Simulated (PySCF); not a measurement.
NMR shielding calculation of C$_{3}$H$_{8}$BNS

C$_{3}$H$_{8}$BNS, SMILES C=CSCBN, computed with GIAO BHandHLYP/pcSseg-1 NMR shielding, non-relativistic, gas phase (PySCF 2.14.0).

The geometry comes from this level: PBE0-D3(BJ)/def2-SVP. Figures and captions count atoms from 1; the log counts them from 0 in places.

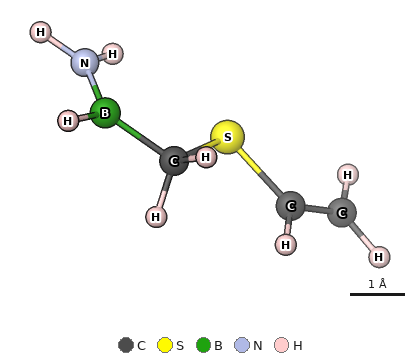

**Figure 1.** The structure (ball-and-stick view, seen at a tilt). Bond lengths as drawn: B–C 1.58 Å, B–H 1.21 Å, B–N 1.39 Å, C–C 1.34 Å, C–H 1.09 to 1.10 Å, C–S 1.75 to 1.81 Å and H–N 1.01 Å.

**Input file**
```
{"job": {"kind": "nmr", "xc": "BHandHLYP", "basis": "pcSseg-1", "pop": false}, "charge": 0, "multiplicity": 1}
C      3.033150     1.092140     0.105418
C      2.006462     0.239583     0.185518
S      0.322677     0.710908     0.263578
C     -0.517513    -0.888532     0.308584
B     -2.089281    -0.767569     0.178844
N     -2.731520     0.435805    -0.075021
H      2.890858     2.175944     0.076857
H      4.057224     0.714539     0.067433
H      2.179577    -0.842381     0.213793
H     -0.162728    -1.525120    -0.521456
H     -0.274580    -1.422057     1.243616
H     -2.760619    -1.770652     0.293099
H     -2.233226     1.309895    -0.201408
H     -3.735024     0.516054    -0.168326
```

The first line tells a small driver script what to run in PySCF; the rest is the geometry in Å.

Machine: 1 CPU thread, shared host.

Launched with:
```bash
OMP_NUM_THREADS=1 python <driver script> task.json out
```

**Output**
```
coarse grid: 11992 points
cycle   1  E = -596.7103711103  dE =  6.585e-01  |g| = 3.621e-01  |ddm| = 3.237e+00
cycle   2  E = -596.7305399046  dE = -2.017e-02  |g| = 2.856e-01  |ddm| = 5.195e-01
cycle   3  E = -596.7476897823  dE = -1.715e-02  |g| = 6.441e-02  |ddm| = 2.215e-01
cycle   4  E = -596.7486316231  dE = -9.418e-04  |g| = 2.311e-02  |ddm| = 6.592e-02
cycle   5  E = -596.7487682372  dE = -1.366e-04  |g| = 4.712e-03  |ddm| = 2.271e-02
cycle   6  E = -596.7487734691  dE = -5.232e-06  |g| = 1.993e-03  |ddm| = 5.229e-03
final grid: 110552 points
cycle   7  E = -596.7766271046  dE = -1.331e-05  |g| = 4.338e-03  |ddm| = 1.309e-02
cycle   8  E = -596.7766267613  dE =  3.433e-07  |g| = 4.620e-03  |ddm| = 5.555e-03
cycle   9  E = -596.7766313941  dE = -4.633e-06  |g| = 3.303e-04  |ddm| = 2.862e-03
cycle  10  E = -596.7766314188  dE = -2.474e-08  |g| = 1.510e-04  |ddm| = 3.500e-04
cycle  11  E = -596.7766314250  dE = -6.191e-09  |g| = 3.922e-05  |ddm| = 1.614e-04
cycle  12  E = -596.7766314254  dE = -3.878e-10  |g| = 1.199e-05  |ddm| = 4.818e-05
```

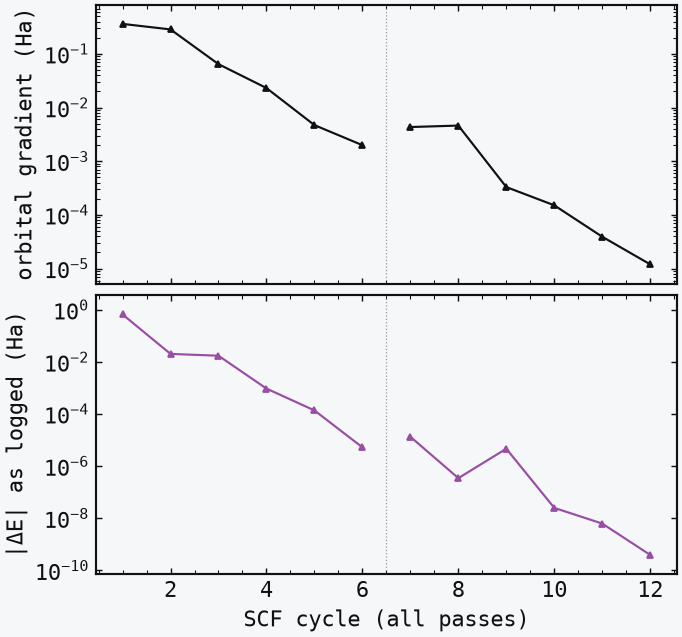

**Figure 2.** Convergence of the self-consistent field: orbital gradient and size of the energy change against the SCF cycle. The dotted line marks the change from a coarse to the final integration grid. The first 6 cycles use a coarse grid, the final grid takes over at cycle 7, and the field converges after 12 cycles in all.

```
converged SCF energy = -596.7766314254

GIAO shielding tensors (ppm)
atom      isotropic    diamagn.    paramagn.     s11        s22        s33       span
  0 C       67.122     252.532    -185.411    -53.332     92.699    161.998    215.330
  1 C       33.769     259.937    -226.169    -82.994     55.241    129.059    212.053
  2 S      510.246    1059.826    -549.579    331.406    445.600    753.733    422.327
  3 C      157.199     254.112     -96.914    138.667    153.008    179.922     41.255
  4 B       62.810     191.069    -128.258     22.652     49.279    116.500     93.847
  5 N      154.379     317.971    -163.592     51.400    191.678    220.060    168.660
  6 H       26.253      30.774      -4.521     23.166     24.452     31.141      7.975
  7 H       26.195      27.921      -1.726     22.586     24.823     31.177      8.591
  8 H       25.436      32.147      -6.711     22.558     24.017     29.732      7.174
  9 H       29.478      32.462      -2.983     24.714     28.005     35.716     11.003
 10 H       29.122      31.687      -2.564     23.788     27.711     35.867     12.079
 11 H       26.633      28.238      -1.605     25.281     26.240     28.377      3.096
 12 H       27.170      32.690      -5.520     20.644     28.859     32.007     11.364
 13 H       27.354      27.439      -0.086     22.482     23.892     35.687     13.205
```

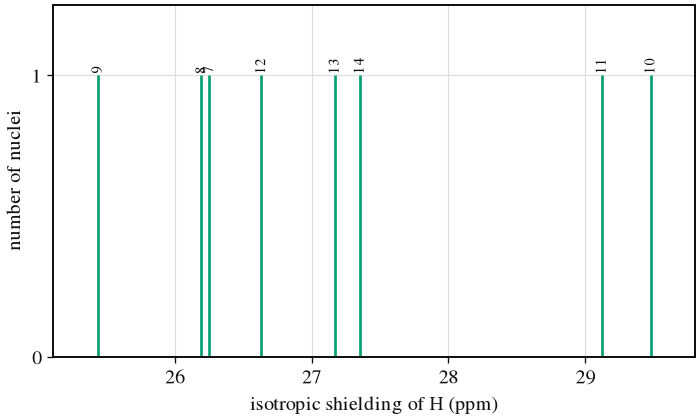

**Figure 3.** Isotropic shieldings of the hydrogen nuclei in this fixed geometry, labelled by atom number; shielding grows to the right, so chemical shift grows to the left. The least shielded is H9 (25.4 ppm), the most shielded H10 (29.5 ppm).

**Results in brief**

```csv
quantity,value
outcome,converged
total energy,−596.776631 hartree
HOMO,−6.96 eV
LUMO,1.25 eV
dipole moment,1.11 D
"isotropic shielding, C",33.8 to 157.2 ppm
"isotropic shielding, S",510.2 ppm
"isotropic shielding, B",62.8 ppm
"isotropic shielding, N",154.4 ppm
"isotropic shielding, H",25.4 to 29.5 ppm
wall time,18 s
peak memory,0.8 GiB
```
